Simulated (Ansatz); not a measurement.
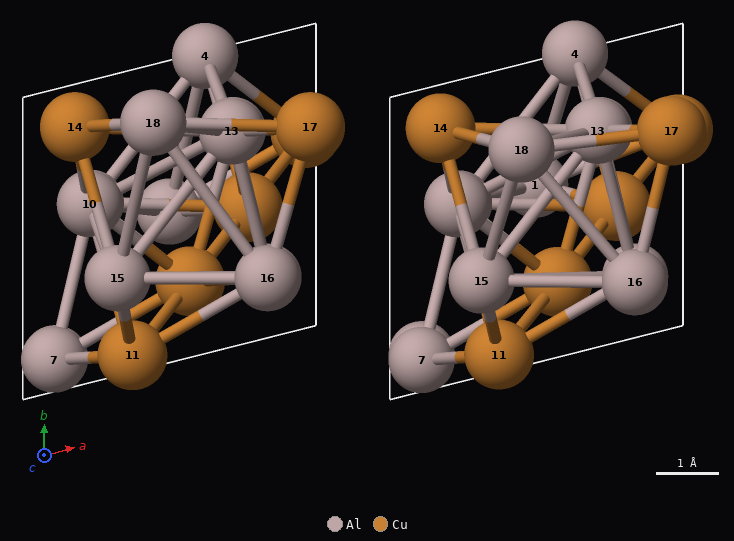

Two geometries of a slab of composition Al$_{2}$Cu (cut from the I4/mcm phase), drawn at one scale. One is the start of a relaxation, the other its converged end. A ball-and-stick model of the cell of the calculation, outlined in the plane, without the vacuum (origin shifted), seen along the c axis.

Theory: Ansatz 0.2.0, DFT PBEsol, scalar-relativistic, plane waves, PAW. (plane-wave cutoff 420 eV; k-point mesh 7 × 7 × 1; occupations gaussian; smearing width 0.1 eV; no spin polarisation; dipole correction; atoms relaxed in a fixed cell; force threshold 0.02 eV/Å; at most 60 steps)

**Which one is relaxed?**

The right one is the relaxed one. Case: (1 0 1) slab, atoms relaxed. The slab is the (1 0 1) face of Al2Cu. After 5 geometry steps the energy has fallen by 0.140 eV per cell of the calculation. Largest force component: 0.32 eV/Å at the start, 0.0061 eV/Å at the end. The largest moves relative to the layer's centre, 0.44 Å, are those of Al atoms. By element the largest moves are Al 0.44 Å, Cu 0.11 Å. The cell doesn't change. Among the contacts that change: Al–Al 3.188 → 2.842 Å, Al–Al 3.188 → 2.881 Å, Al–Cu 2.557 → 2.456 Å, Cu–Cu 2.414 → 2.490 Å. Among the angles between lasting bonds that change: Cu–Al–Cu 145.0° → 161.0°, Cu–Al–Al 103.7° → 110.1°, Cu–Al–Cu 145.0° → 148.9°. Cost: 9.5 min on 2 threads of Intel(R) Xeon(R) Platinum 8259CL CPU @ 2.50GHz (Skylake/Cascade Lake), on a shared host, peak memory 1.6 GiB.
